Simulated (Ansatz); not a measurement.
# AlH4OP: ladder of methods at one geometry from a Python script

How do the methods compare on AlH4OP, in result and in cost? A script is to give a ladder of methods at one geometry; the system is AlH4OP. SMILES: [AlH2][O]P.

All numbers are computed with Ansatz 0.2.0, driven from Python. The levels of theory stand in the script.

### Step 1. Starting point

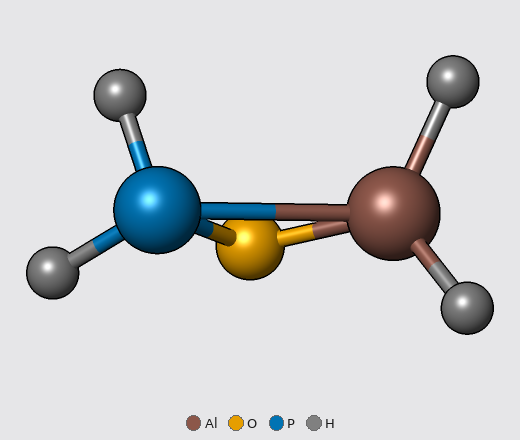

The structure that the script starts from, seen from a chosen angle (aluminium brown, oxygen amber, phosphorus blue, hydrogen grey).

The script holds or builds the structure itself.

### Step 2. Script

alh4op_methods.py

```python
# -*- coding: utf-8 -*-
import ansatz

geometry = (
    ansatz.Crystal.molecule()
    .atom("Al", (-1.1962, 0.2165, -0.6617))
    .atom("O", (-0.2743, -0.6844, 0.5619))
    .atom("P", (1.3483, -0.2785, 0.199))
    .atom("H", (-1.5104, -0.3834, -2.0929))
    .atom("H", (-1.73, 1.738, -0.3583))
    .atom("H", (1.482, 0.696, 1.2976))
    .atom("H", (1.9417, -1.3722, 1.0086))
)

calculation = (
    geometry.calculation()
    .basis(gaussian="cc-pVDZ")
    .accuracy("high")
)

methods = ["mp2", "ccsd", "ccsd_t"]
reports = [calculation.correlation(m).run().report for m in methods]
print(f"Hartree-Fock reference {reports[0]['reference_energy_ev'] / 27.211386246:.6f} Ha")
best = reports[-1]["free_energy_ev"] - reports[-1]["reference_energy_ev"]
for method, each in zip(methods, reports):
    gained = each["free_energy_ev"] - each["reference_energy_ev"]
    print(f"{method:8s} total {each['free_energy_ev'] / 27.211386246:.6f} Ha  correlation {gained:9.4f} eV  ({100 * gained / best:.1f} % of the last)")
```

### Step 3. The run

Run with:

```
python alh4op_methods.py
```

Output:

```text
Hartree-Fock reference -659.858645 Ha
mp2      total -660.238176 Ha  correlation  -10.3276 eV  (88.5 % of the last)
ccsd     total -660.276282 Ha  correlation  -11.3645 eV  (97.4 % of the last)
ccsd_t   total -660.287435 Ha  correlation  -11.6680 eV  (100.0 % of the last)
```

Wall time 11 s (1 thread of Arm Neoverse V2, shared host); peak memory 0.35 GiB.

### Step 4. What each run gave

From the records of these 3 runs:

```csv
run,method,energy (eV),iterations in all,CPU time (s)
1,mp2,-17965.9960,14,1.6
2,ccsd,-17967.0329,20,4.4
3,ccsd_t,-17967.3364,20,5.1
```

Correlation energies (total less mean field):

```csv
method,correlation (eV),share of the last,miss against the last (eV),CPU time (s)
mp2,-10.328,88.5 %,+1.340,1.6
ccsd,-11.364,97.4 %,+0.303,4.4
ccsd_t,-11.668,100.0 %,+0.000,5.1
```

### Step 5. Outcome

| quantity | value |
| --- | --- |
| runs compared | 3 |
| correlation energy, last run | -11.668 eV |

What this shows: mp2 catches 89 % of the correlation energy of ccsd_t. What to keep in mind:
- The settings weren't tested for convergence.
- The geometry is a force-field or estimated start, not a minimum of this method, and the basis set is short of its limit.
- Inner cores stay frozen, so this is valence correlation.
